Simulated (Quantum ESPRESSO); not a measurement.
# MnO (Manganosite): spin spirals in supercells

Aim: the energy of flat spin spirals of MnO (Manganosite) that close within a few cells.

Main program and level: Quantum ESPRESSO 7.5; PBE; plane waves with GBRV 1.5 PBE potentials, no spin-orbit coupling, flat spiral in a supercell.

## (1) The starting structure

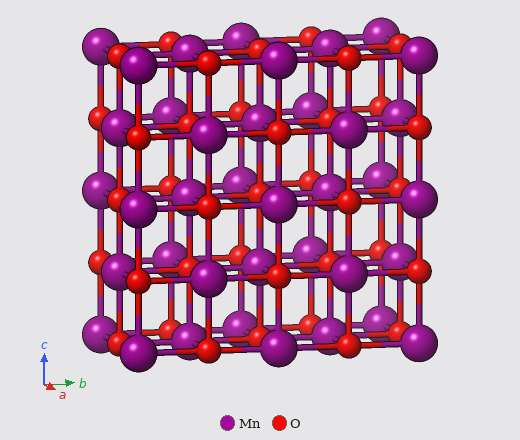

The starting structure, seen slightly off an axis (manganese purple, oxygen red). 1×2×2 cells are drawn. This picture shows the conventional cell, with its axes. Some periodic images of atoms are drawn too.

The cell comes from the Crystallography Open Database.

## (2) Parallel moments, one cell

pw.in

```
&CONTROL
  calculation = 'scf'
  prefix = 'pwscf'
  outdir = './tmp'
  pseudo_dir = './pseudo'
  disk_io = 'nowf'
/
&SYSTEM
  ibrav = 0
  celldm(1) = 8
  nat = 2
  ntyp = 2
  ecutwfc = 34
  ecutrho = 238
  nbnd = 34
  occupations = 'smearing'
  smearing = 'fd'
  degauss = 0.00734986
  noncolin = .true.
  starting_magnetization(1) = 0.3
  angle1(1) = 90
  angle2(1) = 0
  starting_magnetization(2) = 0
/
&ELECTRONS
  conv_thr = 2d-08
  electron_maxstep = 150
  mixing_beta = 0.3
/
ATOMIC_SPECIES
Mn     54.9380 mn_pbe_v1.5.uspp.F.UPF
O      15.9990 o_pbe_v1.2.uspp.F.UPF
CELL_PARAMETERS alat
   0.0000000000000    0.5251076468804    0.5251076468804
   0.5251076468804    0.0000000000000    0.5251076468804
   0.5251076468804    0.5251076468804    0.0000000000000
ATOMIC_POSITIONS crystal
Mn      0.0000000000    0.0000000000    0.0000000000
O       0.5000000000    0.5000000000    0.5000000000
K_POINTS automatic
12 6 6 0 0 0
```

Command:

```sh
$ OMP_NUM_THREADS=1 mpirun -n 4 pw.x -nk 4 -in pw.in > pw.out
```

Output:

```text
Program PWSCF v.7.5 starts

     Fixed quantization axis for GGA:     1.000000    0.000000    0.000000
     Message from routine setup:
     using ibrav=0 with symmetry is DISCOURAGED, use correct ibrav instead

     K-points division:     npool     =       4
     Subspace diagonalization in iterative solution of the eigenvalue problem:

     G-vector sticks info
     --------------------
     sticks:   dense  smooth     PW     G-vecs:    dense   smooth      PW
     Sum         583     337    109                 9257     3943     749

     Using Slab Decomposition

     bravais-lattice index     =            0
     lattice parameter (alat)  =       8.0000  a.u.
     unit-cell volume          =     148.2672 (a.u.)^3
     number of atoms/cell      =            2
     number of atomic types    =            2
     number of electrons       =        21.00
     number of Kohn-Sham states=           34
     kinetic-energy cutoff     =      34.0000  Ry
     charge density cutoff     =     238.0000  Ry
     scf convergence threshold =      2.0E-08
     mixing beta               =       0.3000
     number of iterations used =            8  plain     mixing
     Exchange-correlation= SLA  PW   PBE  PBE
                           (   1   4   3   4   0   0   0)
     Noncollinear calculation without spin-orbit

     celldm(1)=   8.000000  celldm(2)=   0.000000  celldm(3)=   0.000000
     celldm(4)=   0.000000  celldm(5)=   0.000000  celldm(6)=   0.000000

     crystal axes: (cart. coord. in units of alat)
               a(1) = (   0.000000   0.525108   0.525108 )
               a(2) = (   0.525108   0.000000   0.525108 )
               a(3) = (   0.525108   0.525108   0.000000 )

     reciprocal axes: (cart. coord. in units 2 pi/alat)
               b(1) = ( -0.952186  0.952186  0.952186 )
               b(2) = (  0.952186 -0.952186  0.952186 )
               b(3) = (  0.952186  0.952186 -0.952186 )

     PseudoPot. # 1 for Mn read from file:
     mn_pbe_v1.5.uspp.F.UPF
     Pseudo is Ultrasoft + core correction, Zval = 15.0
     Generated by new atomic code, or converted to UPF format
     Using radial grid of  859 points,  6 beta functions with:
                l(1) =   0
                l(2) =   0
                l(3) =   1
                l(4) =   1
                l(5) =   2
                l(6) =   2
     Q(r) pseudized with  8 coefficients,  rinner =    0.950   0.950   0.950
                                                       0.950   0.950

     PseudoPot. # 2 for O  read from file:
     o_pbe_v1.2.uspp.F.UPF
     Pseudo is Ultrasoft + core correction, Zval =  6.0
     Generated by new atomic code, or converted to UPF format
     Using radial grid of  737 points,  5 beta functions with:
                l(1) =   0
                l(2) =   0
                l(3) =   1
                l(4) =   1
                l(5) =   2
     Q(r) pseudized with  8 coefficients,  rinner =    0.900   0.900   0.900
                                                       0.900   0.900

     atomic species   valence    mass     pseudopotential
     Mn               15.00    54.93800     Mn( 1.00)
     O                 6.00    15.99900     O ( 1.00)

     16 Sym. Ops., with inversion, found

   Cartesian axes

     site n.     atom                  positions (alat units)
         1        Mn     tau(   1) = (   0.0000000   0.0000000   0.0000000  )
         2        O      tau(   2) = (   0.5251076   0.5251076   0.5251076  )

     number of k points=    93  Fermi-Dirac smearing, width (Ry)=  0.0073
                       cart. coord. in units 2pi/alat
        k(    1) = (   0.0000000   0.0000000   0.0000000), wk =   0.0023148
        k(    2) = (   0.1586976   0.1586976  -0.1586976), wk =   0.0185185
        k(    3) = (   0.3173952   0.3173952  -0.3173952), wk =   0.0185185
        k(    4) = (  -0.4760929  -0.4760929   0.4760929), wk =   0.0092593
        k(    5) = (   0.3173952   0.0000000  -0.0000000), wk =   0.0046296
        [... 88 further k-points ...]

     Dense  grid:     9257 G-vectors     FFT dimensions: (  30,  30,  30)

     Smooth grid:     3943 G-vectors     FFT dimensions: (  24,  24,  24)

     Check: negative core charge=   -0.000035
     Generating pointlists ...
     new r_m :   0.2166 (alat units)  1.7329 (a.u.) for type    1
     new r_m :   0.2166 (alat units)  1.7329 (a.u.) for type    2

     Initial potential from superposition of free atoms

     starting charge      20.4999, renormalised to      21.0000

 ==============================================================================
     atom number    1 relative position :    0.0000   0.0000   0.0000
     charge :    12.848183  (integrated on a sphere of radius 0.217)
     magnetization :          3.829925    0.000000    0.000000
     magnetization/charge:    0.298091    0.000000    0.000000
     polar coord.: r, theta, phi [deg] :     3.829925   90.000000    0.000000

 ==============================================================================

 ==============================================================================
     atom number    2 relative position :    0.5251   0.5251   0.5251
     charge :     5.628793  (integrated on a sphere of radius 0.217)
     magnetization :          0.098556    0.000000    0.000000
     magnetization/charge:    0.017509    0.000000    0.000000
     polar coord.: r, theta, phi [deg] :     0.098556   90.000000    0.000000

 ==============================================================================
     Starting wfcs are   34 randomized atomic wfcs

     Self-consistent Calculation

     iteration #  1     ecut=    34.00 Ry     beta= 0.30
     Davidson diagonalization with overlap
     ethr =  1.00E-02,  avg # of iterations =  3.1

     total energy              =    -243.35242781 Ry
     estimated scf accuracy    <       0.73354964 Ry

     total magnetization       =     4.51    -0.00     0.00 Bohr mag/cell
     absolute magnetization    =     4.51 Bohr mag/cell

     iteration #  2     ecut=    34.00 Ry     beta= 0.30
     Davidson diagonalization with overlap
     ethr =  3.49E-03,  avg # of iterations =  2.2

     total energy              =    -243.52364488 Ry
     estimated scf accuracy    <       0.06416170 Ry

     total magnetization       =     4.59     0.00    -0.00 Bohr mag/cell
     absolute magnetization    =     4.59 Bohr mag/cell

     iteration #  3     ecut=    34.00 Ry     beta= 0.30
     Davidson diagonalization with overlap
     ethr =  3.06E-04,  avg # of iterations =  1.7

     total energy              =    -243.53584095 Ry
     estimated scf accuracy    <       0.01120271 Ry

     total magnetization       =     4.69     0.00     0.00 Bohr mag/cell
     absolute magnetization    =     4.69 Bohr mag/cell

     [... further iterations left out ...]

     iteration #  7     ecut=    34.00 Ry     beta= 0.30
     Davidson diagonalization with overlap
     ethr =  1.22E-07,  avg # of iterations =  2.0

     total energy              =    -243.53887260 Ry
     estimated scf accuracy    <       0.00000452 Ry

     total magnetization       =     4.76     0.00    -0.00 Bohr mag/cell
     absolute magnetization    =     4.76 Bohr mag/cell

     iteration #  8     ecut=    34.00 Ry     beta= 0.30
     Davidson diagonalization with overlap
     ethr =  2.15E-08,  avg # of iterations =  2.0

     total energy              =    -243.53887435 Ry
     estimated scf accuracy    <       0.00000080 Ry

     total magnetization       =     4.76     0.00    -0.00 Bohr mag/cell
     absolute magnetization    =     4.76 Bohr mag/cell

     iteration #  9     ecut=    34.00 Ry     beta= 0.30
     Davidson diagonalization with overlap
     ethr =  3.79E-09,  avg # of iterations =  2.0

     total energy              =    -243.53887476 Ry
     estimated scf accuracy    <       0.00000002 Ry

     total magnetization       =     4.76    -0.00     0.00 Bohr mag/cell
     absolute magnetization    =     4.76 Bohr mag/cell

     iteration # 10     ecut=    34.00 Ry     beta= 0.30
     Davidson diagonalization with overlap
     ethr =  1.02E-10,  avg # of iterations =  1.7

 ==============================================================================
     atom number    1 relative position :    0.0000   0.0000   0.0000
     charge :    12.600580  (integrated on a sphere of radius 0.217)
     magnetization :          4.046373   -0.000000   -0.000000
     magnetization/charge:    0.321126   -0.000000   -0.000000
     polar coord.: r, theta, phi [deg] :     4.046373   90.000000   -0.000000

 ==============================================================================

 ==============================================================================
     atom number    2 relative position :    0.5251   0.5251   0.5251
     charge :     5.935917  (integrated on a sphere of radius 0.217)
     magnetization :          0.229716   -0.000000   -0.000000
     magnetization/charge:    0.038699   -0.000000   -0.000000
     polar coord.: r, theta, phi [deg] :     0.229716   90.000000   -0.000000

 ==============================================================================

     End of self-consistent calculation

     [... lines left out ...]
     the Fermi energy is    13.3534 ev

!    total energy              =    -243.53887496 Ry
     estimated scf accuracy    <       0.00000001 Ry
     smearing contrib. (-TS)   =      -0.00188931 Ry
     internal energy E=F+TS    =    -243.53698565 Ry

     The total energy is F=E-TS. E is the sum of the following terms:
     one-electron contribution =    -109.42077958 Ry
     hartree contribution      =      65.77435427 Ry
     xc contribution           =     -34.11491783 Ry
     ewald contribution        =    -165.77564252 Ry

     total magnetization       =     4.76    -0.00    -0.00 Bohr mag/cell
     absolute magnetization    =     4.76 Bohr mag/cell

     convergence has been achieved in  10 iterations

=------------------------------------------------------------------------------=
   JOB DONE.
=------------------------------------------------------------------------------=
```

Run time: 13 s. Hardware: 4 MPI ranks of Arm Neoverse V2, shared host; peak memory 0.29 GiB.

Spin moment in the atom's sphere by atom:

| atom | x (μB) | y (μB) | z (μB) | size |
| --- | --- | --- | --- | --- |
| Mn1 | 4.05 | 0.00 | 0.00 | 4.05 |
| O2 | 0.23 | 0.00 | 0.00 | 0.23 |

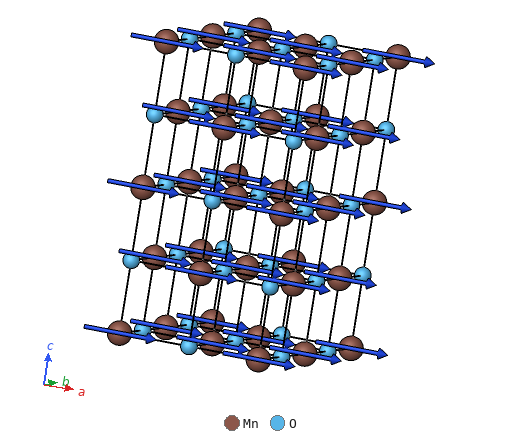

Spin moment in the atom's sphere as arrows, the longest 4.05 μB. 1×2×2 conventional cells are drawn. Some periodic images of atoms are drawn too.

This step gave:

| Property | Result |
| --- | --- |
| smearing term TS | 0.02571 eV |
| magnetization | 4.761, 0, 0 μB |
| absolute magnetization | 4.761 μB |
| final state | ferromagnetic |

## (3) One turn in 2 cells along the input cell's a

Neighbouring cells are turned by 180° in the xy plane; the cell holds 4 atoms.

pw.in

```
&CONTROL
  calculation = 'scf'
  prefix = 'pwscf'
  outdir = './tmp'
  pseudo_dir = './pseudo'
  disk_io = 'nowf'
/
&SYSTEM
  ibrav = 0
  celldm(1) = 8
  nat = 4
  ntyp = 4
  ecutwfc = 34
  ecutrho = 238
  nbnd = 60
  occupations = 'smearing'
  smearing = 'fd'
  degauss = 0.00734986
  noncolin = .true.
  starting_magnetization(1) = 0.3
  angle1(1) = 90
  angle2(1) = 0
  starting_magnetization(2) = 0.3
  angle1(2) = 90
  angle2(2) = 180
  starting_magnetization(3) = 0
  starting_magnetization(4) = 0
/
&ELECTRONS
  conv_thr = 4d-08
  electron_maxstep = 150
  mixing_beta = 0.3
/
ATOMIC_SPECIES
Mn1    54.9380 mn_pbe_v1.5.uspp.F.UPF
Mn2    54.9380 mn_pbe_v1.5.uspp.F.UPF
O1     15.9990 o_pbe_v1.2.uspp.F.UPF
O2     15.9990 o_pbe_v1.2.uspp.F.UPF
CELL_PARAMETERS alat
   0.0000000000000    1.0502152937608    1.0502152937608
   0.5251076468804    0.0000000000000    0.5251076468804
   0.5251076468804    0.5251076468804    0.0000000000000
ATOMIC_POSITIONS crystal
Mn1     0.0000000000    0.0000000000    0.0000000000
Mn2     0.5000000000    0.0000000000    0.0000000000
O1      0.2500000000    0.5000000000    0.5000000000
O2      0.7500000000    0.5000000000    0.5000000000
K_POINTS automatic
6 6 6 0 0 0
```

Output:

```text
     [... lines left out ...]
Program PWSCF v.7.5 starts
     [... lines left out ...]
     number of atoms/cell      =            4
     [... lines left out ...]
     number of electrons       =        42.00
     number of Kohn-Sham states=           60
     kinetic-energy cutoff     =      34.0000  Ry
     charge density cutoff     =     238.0000  Ry
     scf convergence threshold =      4.0E-08
     [... lines left out ...]
     Noncollinear calculation without spin-orbit
     [... lines left out ...]
      2 Sym. Ops. (no inversion) found
     [... lines left out ...]
     number of k points=   114  Fermi-Dirac smearing, width (Ry)=  0.0073
     [... lines left out ...]
     iteration # 10     ecut=    34.00 Ry     beta= 0.30
     [... lines left out ...]
     atom number    1 relative position :    0.0000   0.0000   0.0000
     [... lines left out ...]
     magnetization :          4.071480   -0.000007   -0.000007
     [... lines left out ...]
     atom number    2 relative position :    0.0000   0.5251   0.5251
     [... lines left out ...]
     magnetization :         -4.071479    0.000010    0.000010
     [... lines left out ...]
     atom number    3 relative position :    0.5251   0.5251   0.5251
     [... lines left out ...]
     magnetization :         -0.000000   -0.000000   -0.000000
     [... lines left out ...]
     atom number    4 relative position :    0.5251   1.0502   1.0502
     [... lines left out ...]
     magnetization :         -0.000001   -0.000002   -0.000002
     [... lines left out ...]
     the Fermi energy is    13.2014 ev
!    total energy              =    -487.09728740 Ry
     estimated scf accuracy    <          3.1E-09 Ry
     smearing contrib. (-TS)   =      -0.00007996 Ry
     [... lines left out ...]
     total magnetization       =     0.00     0.00     0.00 Bohr mag/cell
     absolute magnetization    =     9.07 Bohr mag/cell
     convergence has been achieved in  10 iterations
```

Elapsed: 61 s, on 4 MPI ranks; peak memory 0.55 GiB.

Spin moment in the atom's sphere by atom:

| atom | x (μB) | y (μB) | z (μB) | size |
| --- | --- | --- | --- | --- |
| Mn1 | 4.07 | 0.00 | 0.00 | 4.07 |
| Mn2 | -4.07 | 0.00 | 0.00 | 4.07 |
| O3 | 0.00 | 0.00 | 0.00 | 0.00 |
| O4 | 0.00 | 0.00 | 0.00 | 0.00 |

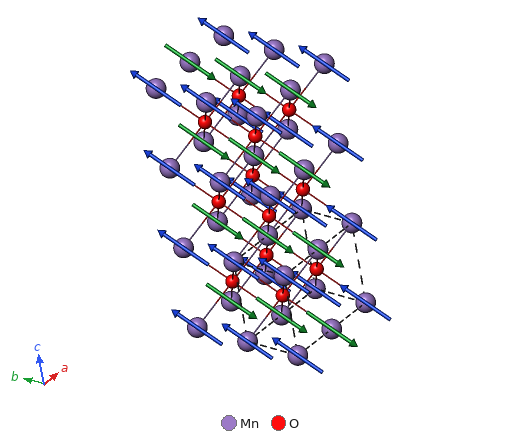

Spin moment in the atom's sphere as arrows, the longest 4.07 μB. The two directions have two colours. Bonds to atoms that aren't drawn are left out. 1×2×3 cells are drawn. Some periodic images of atoms are drawn too.

This step gave:

| Property | Result |
| --- | --- |
| smearing term TS | 0.001088 eV |
| magnetization | 0, 0, 0 μB |
| absolute magnetization | 9.068 μB |
| final state | antiferromagnetic |

(Part 1 of 2 ends here.)

[Logs and program files are shortened in this print: banners, set-up blocks, solver, clock and traceback lines can be left out without a mark of their own.]

[Logs are printed without paths, hosts, clocks, repeated set-up lines and the standing remarks that a program may print on its own settings, such as how far it seeks lower states.]

[Hosts, paths, dates, database ids (printed as entryN), source tags and the programs' standing remarks are cut or masked in the printed files.]

[Where a cell is said to come from a database of computed structures, the database is the Materials Project.]
